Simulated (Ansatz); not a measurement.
# CH4GaS (doublet): what the fields show

```xyz
7

C     0.3466    0.2910   -0.0723
Ga   -1.1045   -1.0455    0.2341
S    -3.1449   -0.2515    0.7222
H     1.3179   -0.1856   -0.2604
H     0.0696    0.9109   -0.9400
H     0.4202    0.9366    0.8174
H    -2.7579    1.0447    0.6688
```

Geometry: PBE0-D3(BJ)/def2-SVP.

Theory: isolated molecule in a Gaussian basis; Kohn-Sham density functional theory, functional PBE0 in Ansatz.

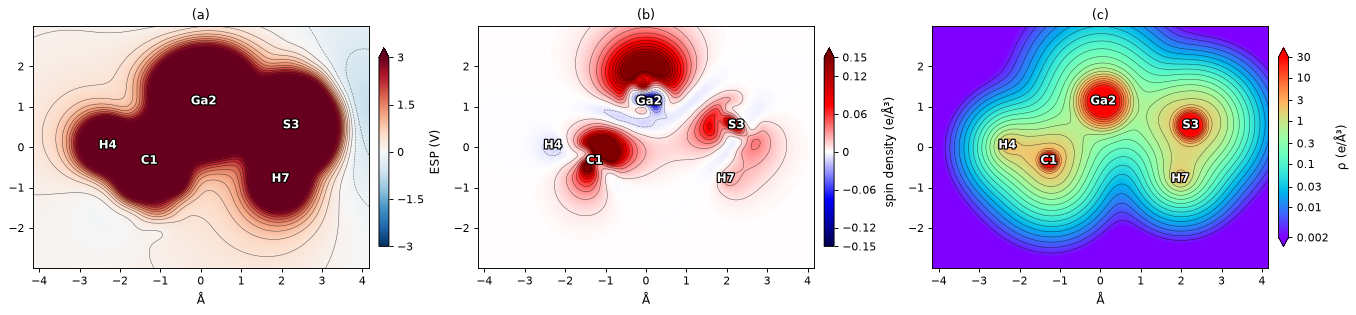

Figure 1. (a) electrostatic potential; (b) spin density; (c) total electron density on the plane of atoms C1, Ga2 and S3.

Q: What does the map show?

A: The section cuts through C, Ga, S and H sites. C–Ga (2.00 Å): the density is about 0.73 e/Å³ at the midpoint. Ga–S (2.24 Å): the density is about 0.64 e/Å³ at the midpoint. C–H (1.10 Å): the density is about 1.9 e/Å³ at the midpoint. S–H (1.35 Å): ρ at the midpoint is about 1.4 e/Å³. The unpaired spin (1 electron) lies mostly on Ga2 (about 0.7), C1 (about 0.1) and S3 (about 0.1), in electrons by Hirshfeld's partition. Outside the dense part of the molecule the potential is most negative (−0.7 V) near S3.

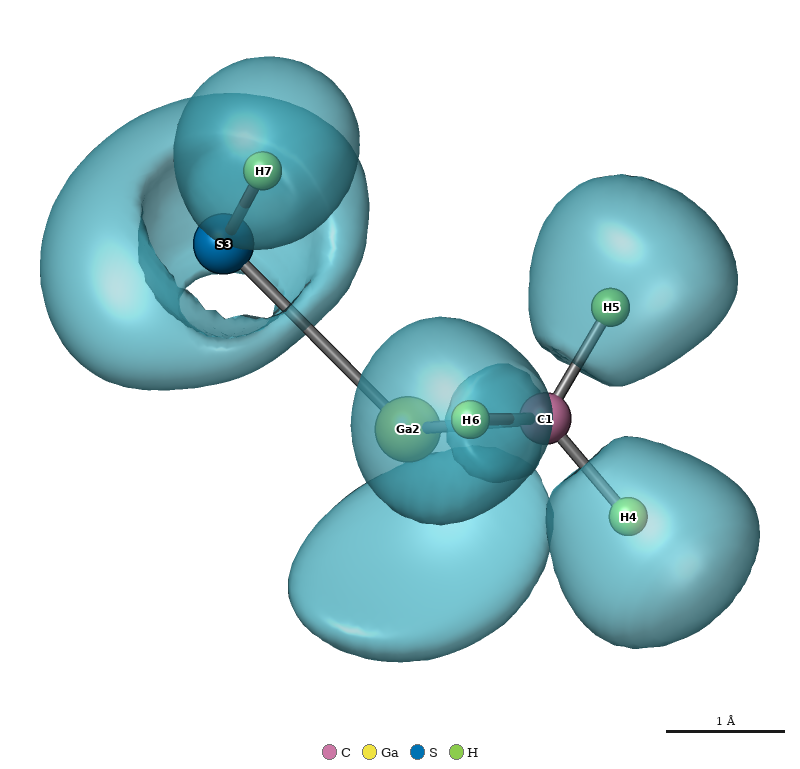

Figure 2. Isosurface of the ELF at 0.8 (cyan), seen at an oblique angle. Only the valence region is drawn (cores and ρ < 0.01 e/Å³ removed).

Q: Identify the bonds, lone pairs and shells in this picture.

A: At this value the surface marks out four regions around hydrogen nuclei, one lobe of the valence shell of C pointing towards Ga (polar bonds), one lobe on Ga, pointing away from the bonds (non-bonding electrons) and one region wrapped around S (its valence shell). Profiles from the grid: C–Ga (2.00 Å): the ELF peaks at about 0.90 in the valence shell of C, 0.7 Å from its nucleus, and is about 0.55 at the midpoint. Ga–S (2.24 Å): the ELF peaks at about 0.85 in the valence shell of S, 0.9 Å from its nucleus, and is about 0.65 at the midpoint.

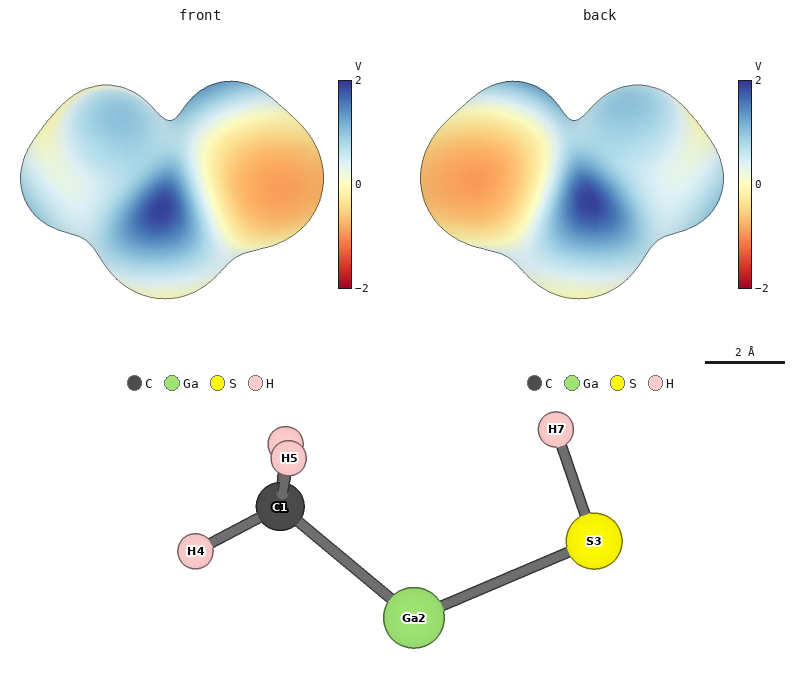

Figure 3. The molecular electrostatic potential painted on the density surface at 0.002 e/bohr³, seen from the front and from behind; red is negative and blue positive. The bare structure is drawn below in the same view.

Q: Describe the electrostatic potential map.

A: The most negative region (about −0.9 V) lies over S3, the most positive (about +1.9 V) over Ga2.

Q: What dipole moment does the calculation give?

A: Its dipole moment is 2.05 D.
